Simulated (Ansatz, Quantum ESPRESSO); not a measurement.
**K2Pt (Fm-3m): the LO frequency by hand**

How high does the longitudinal optical mode of K2Pt (Fm-3m) lie, given the transverse one, the Born charge and ε∞?

Program: Quantum ESPRESSO 8.0 development, patched. Level of theory: DFT LDA, scalar-relativistic, plane waves, PseudoDojo norm-conserving pseudopotentials. Results are calculated unless marked as measured.

### 1. Set-up

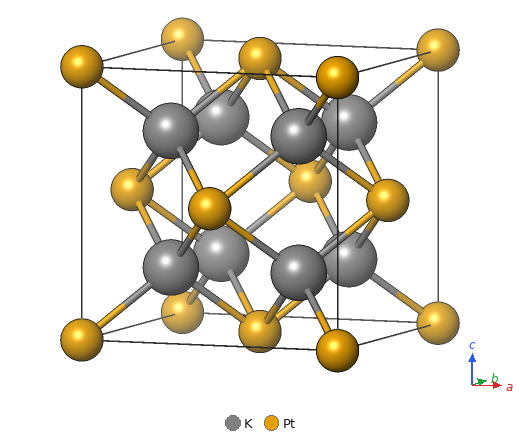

The cell as given, slightly off an axis (potassium grey, platinum orange). This picture shows the conventional cell, with its axes. Some periodic images of atoms are drawn too.

This is the cell after its relaxation at this level of theory, not the database cell from which that began.

### 2. What the response run gave

A linear-response run on the relaxed cell, with the response to an electric field; only its zone-centre results are used. Cutoff 76 Ry, k mesh 6×6×6.

Log:

```text
[banners, grids, parts of the stress and lines that vanish by symmetry left out]
Program PHONON v.8.0dev
     Dynamical matrices for q-points given in input
     (   1q-points):
[...]
Exchange-correlation= PW
                           (   1   4   0   0   0   0   0)
[...]
kinetic-energy cut-off    =      76.0000  Ry
     charge density cut-off    =     304.0000  Ry
     convergence threshold     =      1.0E-18
[...]
Exchange-correlation= PW
                           (   1   4   0   0   0   0   0)
[...]
q = (   0.0000000   0.0000000   0.0000000 )
     49 Sym.Ops. (with q -> -q+G )
     G cutoff =  727.1215  (  58071 G-vectors)     FFT grid: ( 54, 54, 54)
     number of k points=    16
[...]
Mode symmetry, O_h (m-3m)  point group:
[...]
Dielectric constant
[...]
End of electric fields calculation
          Dielectric constant in cartesian axis
          (       5.130680640       0.000000000      -0.000000000 )
          (       0.000000000       5.130680640       0.000000000 )
          (      -0.000000000       0.000000000       5.130680640 )
          Effective charges (d Force / dE) in cartesian axis without acoustic sum rule applied (asr)
           atom    1  K     Mean Z*:        0.90224
      Ex  (        0.90224       -0.00000       -0.00000 )
      Ey  (       -0.00000        0.90224       -0.00000 )
      Ez  (       -0.00000       -0.00000        0.90224 )
           atom    2  K     Mean Z*:        0.90224
      Ex  (        0.90224       -0.00000        0.00000 )
      Ey  (       -0.00000        0.90224       -0.00000 )
      Ez  (        0.00000       -0.00000        0.90224 )
           atom    3  Pt    Mean Z*:       -1.80523
      Ex  (       -1.80523       -0.00000       -0.00000 )
      Ey  (       -0.00000       -1.80523        0.00000 )
      Ez  (        0.00000        0.00000       -1.80523 )
          Effective charges Sum: Mean:       -0.00075
[...]
Effective charges (d Force / dE) in cartesian axis with asr applied:
           atom    1  K     Mean Z*:        0.90249
[...]
atom    2  K     Mean Z*:        0.90249
[...]
atom    3  Pt    Mean Z*:       -1.80498
[...]
Dielectric constant from finite-differences
          (       5.130532893      -0.000000000       0.000000000 )
          (      -0.000000000       5.130532893      -0.000000000 )
          (       0.000000000      -0.000000000       5.130532893 )
[...]
(      -0.000000000      -0.000000000       0.000000000 )
          (      -0.000000000      -0.000000000       0.000000000 )
[...]
(       0.000000000       0.000000000       0.000000000 )
          (      -0.000000000       0.000000000      -0.000000000 )
          (       0.000000000      -0.000000000      -0.000000000 )
          (      -0.000000000      -0.000000000      -0.000000000 )
          (       0.000000000      -0.000000000      -0.000000000 )
[...]
Representation #   1 modes #   1   2   3
[...]
End of self-consistent calculation
     Convergence has been achieved
     Representation #   2 modes #   4   5   6
[...]
End of self-consistent calculation
     Convergence has been achieved
     Representation #   3 modes #   7   8   9
[...]
End of self-consistent calculation
     Convergence has been achieved
[...]
Dielectric constant in cartesian axis
          (       5.130680640       0.000000000      -0.000000000 )
          (       0.000000000       5.130680640       0.000000000 )
          (      -0.000000000       0.000000000       5.130680640 )
          Effective charges (d Force / dE) in cartesian axis without acoustic sum rule applied (asr)
           atom    1  K     Mean Z*:        0.90224
      Ex  (        0.90224       -0.00000       -0.00000 )
      Ey  (       -0.00000        0.90224       -0.00000 )
      Ez  (       -0.00000       -0.00000        0.90224 )
           atom    2  K     Mean Z*:        0.90224
      Ex  (        0.90224       -0.00000        0.00000 )
      Ey  (       -0.00000        0.90224       -0.00000 )
      Ez  (        0.00000       -0.00000        0.90224 )
           atom    3  Pt    Mean Z*:       -1.80523
      Ex  (       -1.80523       -0.00000       -0.00000 )
      Ey  (       -0.00000       -1.80523        0.00000 )
      Ez  (        0.00000        0.00000       -1.80523 )
          Effective charges Sum: Mean:       -0.00075
[...]
Effective charges (d Force / dE) in cartesian axis with asr applied:
           atom    1  K     Mean Z*:        0.90249
[...]
atom    2  K     Mean Z*:        0.90249
[...]
atom    3  Pt    Mean Z*:       -1.80498
[...]
q = (    0.000000000   0.000000000   0.000000000 )
[...]
freq (    1) =      -0.012714 [THz] =      -0.424108 [cm-1]
     freq (    2) =      -0.012714 [THz] =      -0.424108 [cm-1]
     freq (    3) =      -0.012714 [THz] =      -0.424108 [cm-1]
     freq (    4) =       3.068669 [THz] =     102.359773 [cm-1]
     freq (    5) =       3.068669 [THz] =     102.359773 [cm-1]
     freq (    6) =       3.068669 [THz] =     102.359773 [cm-1]
     freq (    7) =       3.800498 [THz] =     126.770970 [cm-1]
     freq (    8) =       3.800498 [THz] =     126.770970 [cm-1]
     freq (    9) =       3.800498 [THz] =     126.770970 [cm-1]
[...]
Mode symmetry, O_h (m-3m)  point group:
     freq (   1-   3) =         -0.4  [cm-1]   --> T_1u G_15  G_4- I
     freq (   4-   6) =        102.4  [cm-1]   --> T_1u G_15  G_4- I
     freq (   7-   9) =        126.8  [cm-1]   --> T_2g G_25' G_5+ R

   JOB DONE.
```

```
                       quantity    value
             cell volume Ω (Å³)   96.145
                  mass of K (u)   39.098
                 mass of Pt (u)  195.084
      Born charge of K, raw (e)    0.902
     Born charge of Pt, raw (e)   -1.805
                             ε∞    5.131
ω(TO) after the sum rule (cm⁻¹)    102.4
```

### 3. The calculation

The charges must sum to zero over the cell; taking off their mean, 0.000 e, leaves Z* = -1.805 e on Pt. In the polar mode Pt moves against the two K, so the reduced mass is μ = 195.08 × 78.20 / 273.28 = 55.821 u.

A longitudinal wave builds up a field that adds to the restoring force: ω(LO)² = ω(TO)² + 4π Z*² / (μ Ω ε∞), in Hartree atomic units. With μ = 101756 electron masses and Ω = 648.82 bohr³ the second term is 1.2086e-07 Ha², or 5822 cm⁻² (1 Ha = 219474.6 cm⁻¹).

So ω(LO) = √(10478 + 5822) = 127.7 cm⁻¹, and by the Lyddane-Sachs-Teller relation ε₀ = ε∞ (ω(LO)/ω(TO))² = 7.98.

### 4. Check against the program

The analysis program adds the same non-analytic term to the full matrix, here for q along (1 0 0).

Log:

```text
[banners, grids, parts of the stress and lines that vanish by symmetry left out]
[banner, memory and clock lines left out]
Program DYNMAT v.8.0dev

     Reading Dynamical Matrix from file g.dyn
     ...Force constants read
     ...epsilon and Z* read
     ...Raman cross sections read

     Polarizability (A^3 units)
     multiply by 0.420717 for Clausius-Mossotti correction (not under assume_isolated = 'mt')
        31.603840    0.000000   -0.000000
         0.000000   31.603840    0.000000
        -0.000000    0.000000   31.603840

     IR activities are in (D/A)^2/amu units
     Raman activities are in A^4/amu units
     multiply Raman by 0.031330 for Clausius-Mossotti correction (not under assume_isolated = 'mt')

# mode   [cm-1]    [THz]      IR          Raman   depol.fact
    1     -0.00   -0.0000    0.0000         0.0000    0.7474
    2      0.00    0.0000    0.0000         0.0000    0.7484
[...]
8    126.77    3.8004    0.0000         0.8275    0.7500
    9    127.67    3.8274    1.3465         0.0000    0.7492

[end of the log left out, with the tail of the file of modes that dynmat.x writes under the same name]
```

ε₀ comes from the program's run without a direction of q.

```
    quantity  by hand  program
ω(LO) (cm⁻¹)    127.7    127.7
          ε₀     7.98     7.98
```

### 5. Results

```json
{
 "TO mode": "102.4 cm⁻¹",
 "LO mode": "127.7 cm⁻¹",
 "static dielectric constant": "7.982"
}
```

In words: The LO mode of K2Pt (Fm-3m) lies at 128 cm⁻¹, 25 cm⁻¹ above the TO mode; the formula meets the program within 0.1 cm⁻¹, as it must for a cubic crystal with one polar mode. ω(LO)² − ω(TO)² goes with Z*²/ε∞: an error of 5 % in ε∞ would move the LO mode by 1.1 cm⁻¹, and semilocal functionals tend to overestimate ε∞. These are harmonic values at zero temperature, at the volume of this functional, for the structure held cubic; stability elsewhere in the zone is no part of this calculation.

[Host names and launcher messages were left out of these logs when they were recorded.]

[Logs are printed without paths, hosts, clocks, repeated set-up lines and the standing remarks that a program may print on its own settings, such as how far it seeks lower states.]

[Hosts, paths, dates, database ids (printed as entryN), source tags and the programs' standing remarks are cut or masked in the printed files.]
